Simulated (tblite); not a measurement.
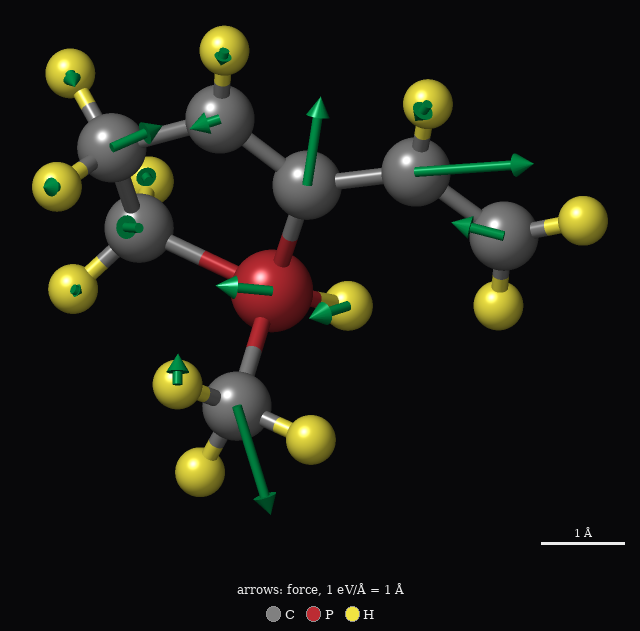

Starting geometry of C₇H₁₂P (charge +1) with the computed forces as green arrows. A ball-and-stick model, seen at a tilt.

Theory: GFN2-xTB geometry optimisation, gas phase (tblite 0.8.0). 

Is this structure relaxed? If not, where do the atoms go?

It isn't relaxed: the largest force vector, on a C atom, is 1.58 eV/Å. The final displacements have little in common with the starting forces (cosine between the two patterns 0.18). The atom that moves furthest after the best rigid fit is an H atom (0.44 Å). By element the largest moves are H 0.44 Å, C 0.30 Å, P 0.16 Å. Near-neighbour distances that change, for instance: C–P 1.762 → 1.799 Å, H–P 1.404 → 1.381 Å, C–C 1.423 → 1.446 Å, C–P 1.789 → 1.807 Å. Among the angles between lasting bonds that change: C–P–C 103.9° → 115.4°, C–P–H 119.5° → 108.4°, C–P–C 104.2° → 112.9°. Over 81 geometry steps the energy falls by 28.5 kJ/mol. Cost: 0.59 s on 1 thread of Arm Neoverse V1 (shared host).
